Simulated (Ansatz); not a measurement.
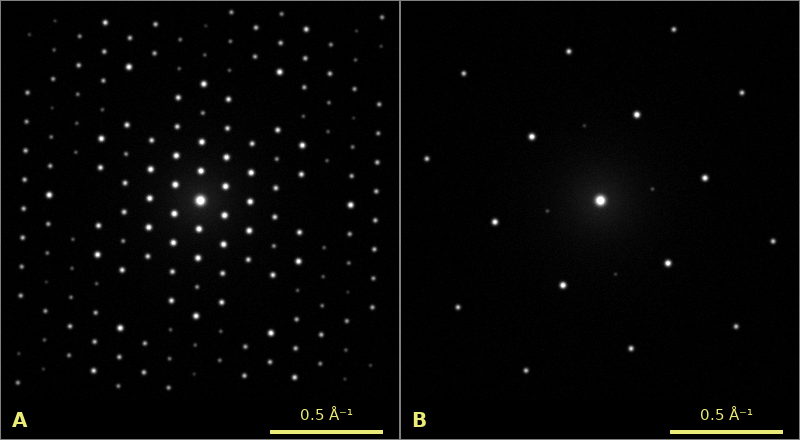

Kinematic electron diffraction patterns (200 kV, B = 0.5 Å², same scale, each along a low-index zone) of two structures of composition CuAs3, each relaxed at zero pressure with DFT PBE, scalar-relativistic, plane waves, PAW in Ansatz 0.2.0. The runs are not spin-polarised.

The structures (standard cells):
1. Pm-3m (No. 221), a = 4.142 Å, 4 atoms; generated start, possibly hypothetical
2. P6_3/mmc (No. 194), a = 8.841 Å, c = 3.880 Å (hexagonal axes), 8 atoms; generated start, possibly hypothetical

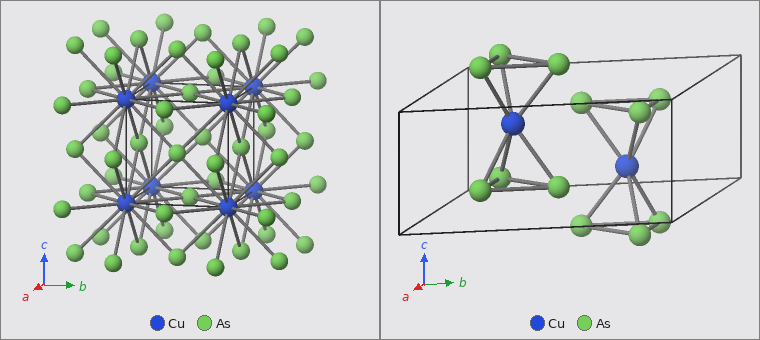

Drawings of the structures 1 to 2, from left to right (each may span several cells).

**Which pattern belongs to which structure, and along which zone?**

A is structure 2 along [001]: hexagonal net of 1 -1 0 at d = 7.66 Å and 1 0 0 at d = 7.66 Å, 60.0° apart (some points of this net are extinct or too weak to see). B is structure 1 along [110] or an equivalent direction: rectangular net of 0 0 1 (weak) at d = 4.14 Å and 1 -1 0 (weak) at d = 2.93 Å, 90.0° apart (some points of this net are extinct or too weak to see).

**Which structure lies lowest at this level of theory, and by how much?**

Structure 2 (P6_3/mmc, 32.83 Å³ an atom) is the lowest of these; structure 1 (Pm-3m, 17.76 Å³ an atom) lies about 250 meV an atom higher. These are static energies at 0 K; other structures, not shown, may lie lower still.
